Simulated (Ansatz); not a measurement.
# linear Na chain under tension and compression, part 3 of 3

Does stretching change the magnetism or the channel count of the linear Na chain?

Ansatz 0.2.0; DFT PBE, plane waves, PAW; relaxation of a chain's period (the session's first sound run).

So far, conductance of the lead as this run defines it (G₀): 1.000 in steps 3, 6, 7, 8 and 9.

## Step 10: The chain at a fixed length, period over the relaxed period 1.2, k-mesh 1×1×21

Level of this step: DFT PBE, plane waves, PAW; channels and complex bands of a perfect chain (Ansatz).

The period is set to 1.2 times the relaxed one: longer bonds narrow the bands.

The cell differs from the one that the last finished run ended in (c 3.747 → 3.979 Å).

Input file input.yaml:

```yaml
crystal:
  lattice:
    - [12.0, 0.0, 0.0]
    - [0.0, 12.0, 0.0]
    - [0.0, 0.0, 3.9789819071]
  atoms:
    - { symbol: Na, position: [0.5, 0.5, 0.0], spin: 0.5 }
magnetization:
  spin_polarized: true
kpoints:
  mp_grid: { grid: [1, 1, 21] }
scf:
  occupations: { method: fermi_dirac, width: 0.05 }
hamiltonian:
  xc: pbe
output:
  transmission:
    e_range: [-2, 2]
    de: 0.035
    kmesh: [1, 1]
    reduced_basis: true
    leads: [[0, 0]]
  stress: true
```

On the command line:

```sh
ansatz run input.yaml --threads 4 --pin off --max-ram 16384MiB --backend cpu --events-out ev --progress --plain --runs-dir out
```

Numbers of over 12 decimals in the logs are rounded to 6 here.

Log:

```text
[...]
Crystal: 1 atoms, lattice volume = 572.973 Å³
Basis set: ecut = 420 eV, 11221 PW (Γ)
Bands: 9, of which v1, the nominal top of the filled ones, is band 5 counted from 1 (4 counted from 0)
Symmetry: 16 space group operations
[...]
k-points: 11 of 21
[...]
Starting moments: Σ|m| = 0.5 μB on 1 of 1 site
[...]
--- Transmission ---
  basis      : 1265 plane waves across, 5 finite elements along
  points     : 1, standing for a mesh of 1 x 1
[...]
crystal 0  : Na1, at the sites [0, 0], period 3.9790 Å: whole cells are its period
[...]
filled         : 5.9 meV under the level at which it is neutral
    channels       : 1.000000e0 up, 1.000000e0 down
[...]
[key lines of the parts left out:]
SCF converged after 12 iterations
Magnetization: 0.0000 μB (4.5000 up, 4.5000 down)
Free energy (F): -1485.740399 eV
Fermi energy:    -2.637760 eV
P = ⅓ Tr σ = -0.0793 GPa (-0.793 kbar)
```

It took 54 s on 4 threads of Intel Xeon Platinum 8488C (Sapphire Rapids), shared host; peak memory 1 GiB.

At the computed energy nearest the Fermi level there are 1 spin-up and 1 spin-down channels, and the thermal average gives 1.000 G₀. The change of length costs 0.083 eV a cell and leaves no moment.

## Step 11: At a set period, period over the relaxed period 1.3, k-mesh 1×1×19

The period is set to 1.3 times the relaxed one: longer bonds narrow the bands.

The cell differs from the one that the last finished run ended in (c 3.979 → 4.311 Å).

input.yaml, as its differences from that of step 10:

```diff
@@ -4,3 +4,3 @@
     - [0.0, 12.0, 0.0]
-    - [0.0, 0.0, 3.9789819071]
+    - [0.0, 0.0, 4.3105637327]
   atoms:
@@ -10,3 +10,3 @@
 kpoints:
-  mp_grid: { grid: [1, 1, 21] }
+  mp_grid: { grid: [1, 1, 19] }
 scf:
```

Log:

```text
[...]
Crystal: 1 atoms, lattice volume = 620.721 Å³
Basis set: ecut = 420 eV, 12167 PW (Γ)
Bands: 9, of which v1, the nominal top of the filled ones, is band 5 counted from 1 (4 counted from 0)
Symmetry: 16 space group operations
[...]
k-points: 10 of 19
[...]
Starting moments: Σ|m| = 0.5 μB on 1 of 1 site
[...]
--- Transmission ---
  basis      : 1265 plane waves across, 6 finite elements along
  points     : 1, standing for a mesh of 1 x 1
[...]
crystal 0  : Na1, at the sites [0, 0], period 4.3106 Å: whole cells are its period
[...]
filled         : 9.2 meV over the level at which it is neutral
    channels       : 1.000000e0 up, 1.000000e0 down
[...]
[key lines of the parts left out:]
SCF converged after 13 iterations
Magnetization: 0.0000 μB (4.5000 up, 4.5000 down)
Free energy (F): -1485.666278 eV
Fermi energy:    -2.619545 eV
P = ⅓ Tr σ = -0.0891 GPa (-0.891 kbar)
```

It took 59 s on 4 threads; peak memory 1 GiB.

At the computed energy nearest the Fermi level there are 1 spin-up and 1 spin-down channels, and the thermal average gives 1.000 G₀. The change of length costs 0.158 eV a cell and leaves no moment.

## Step 12: Side by side

Times are for 4 threads of Intel Xeon Platinum 8488C (Sapphire Rapids), shared host. The runs compared:

| no. | period over the relaxed period | conductance of the lead as this run defines it (G₀) | energy at zero smearing less the lowest (eV) | time | memory (GiB) |
| --- | --- | --- | --- | --- | --- |
| 1 | 0.88 | 1.0000 | 0.06597 | 45 s | 0.97 |
| 2 | 0.92 | 1.0000 | 0.02753 | 51 s | 0.98 |
| 3 | 0.96 | 1.0000 | 0.005615 | 53 s | 0.99 |
| 4 | 1 | 1.0000 | 0 | 59 s | 1.0 |
| 5 | 1.04 | 1.0000 | 0.004575 | 60 s | 1.0 |
| 6 | 1.08 | 1.0000 | 0.01590 | 56 s | 1.0 |
| 7 | 1.13 | 1.0000 | 0.03828 | 55 s | 1.0 |
| 8 | 1.2 | 1.0000 | 0.08296 | 54 s | 1.0 |
| 9 | 1.3 | 1.0000 | 0.1578 | 59 s | 1.0 |

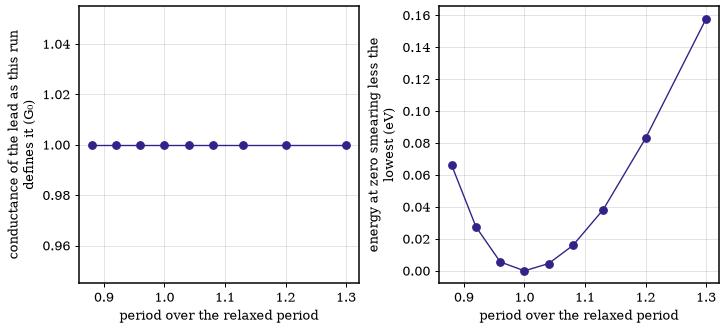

The series as plots.

## Step 13: The same system on other settings

This step: DFT PBE, plane waves, PAW; channels and complex bands of a perfect chain; changed: hamiltonian.xc = "PBE-sol", scf.max_iter = 50 (Ansatz 0.2.0).

The input of the run at the relaxed period is made doubtful on purpose.

input.yaml, the sections that differ from step 11:

```yaml
crystal:
  lattice:
    - [12.0, 0.0, 0.0]
    - [0.0, 12.0, 0.0]
    - [0.0, 0.0, 3.3158182559]
  atoms:
    - { symbol: Na, position: [0.5, 0.5, 0.0], spin: 0.5 }
kpoints:
  mp_grid: { grid: [1, 1, 25] }
scf:
  occupations: { method: fermi_dirac, width: 0.05 }
  max_iter: 50
hamiltonian:
  xc: PBE-sol
# magnetization, output: as in step 11
```

Log:

```text
Error: YAML parse error: error: line 16 column 7: hamiltonian.xc: unknown variant `PBE-sol`, expected one of `lda`, `lda-pw`, `pw92`, `pbe`, `pbesol`, `rpbe`, `revpbe`, `blyp`, `pbe0`, `revpbe0`, `b3lyp`, `b3lyp5`, `hse06`, `wpbeh`, `hiss`, `lc_wpbe`, `cam_b3lyp`, `hf`, `r2scan`, `r2scanh`, `r2scan0`, `r2scan50`, `mr2scan`
  --> <input>:16:7
   |
14 |   max_iter: 50
15 | hamiltonian:
16 |   xc: PBE-sol
   |       ^ hamiltonian.xc: unknown variant `PBE-sol`, expected one of `lda`, `lda-pw`, `pw92`, `pbe`, `pbesol`, `rpbe`, `revpbe`, `blyp`, `pbe0`, `revpbe0`, `b3lyp`, `b3lyp5`, `hse06`, `wpbeh`, `hiss`, `lc_wpbe`, `cam_b3lyp`, `hf`, `r2scan`, `r2scanh`, `r2scan0`, `r2scan50`, `mr2scan`
17 | output:
18 |   transmission:
   |
```

Run time: 0.02 s. Hardware: 4 threads; peak memory 0.03 GiB.

The input was rejected at the start.

The program's message: “Error: YAML parse error: error: line 16 column 7: hamiltonian.xc: unknown variant `PBE-sol`, expected one of `lda`, `lda-pw`, `pw92`, `pbe`, `pbesol`, `rpbe`, `revpbe`, `blyp`, `pbe0`, `revpbe0`, `b3l …”

The change that led to it: hamiltonian.xc = "PBE-sol".

## Step 14: What came out

```
relaxed cell length              : 3.316 Å
conductance at period × 0.88     : 1.000 G₀
conductance at period × 1.0      : 1.000 G₀
conductance at period × 1.13     : 1.000 G₀
conductance at period × 1.3      : 1.000 G₀
absolute moment at period × 0.88 : 0 μB
absolute moment at period × 1.0  : 0 μB
absolute moment at period × 1.3  : 0 μB
```

**Reading.** No moment survives at any length. Transport is coherent and elastic here: the atoms are frozen, so scattering by vibrations plays no part. The lead's cell of one atom keeps the chain straight and evenly spaced; a zigzag or dimerised form may lie lower.

[Logs are printed without paths, hosts, clocks, repeated set-up lines and the standing remarks that a program may print on its own settings, such as how far it seeks lower states.]

[Hosts, paths, dates, database ids (printed as entryN), source tags and the programs' standing remarks are cut or masked in the printed files.]
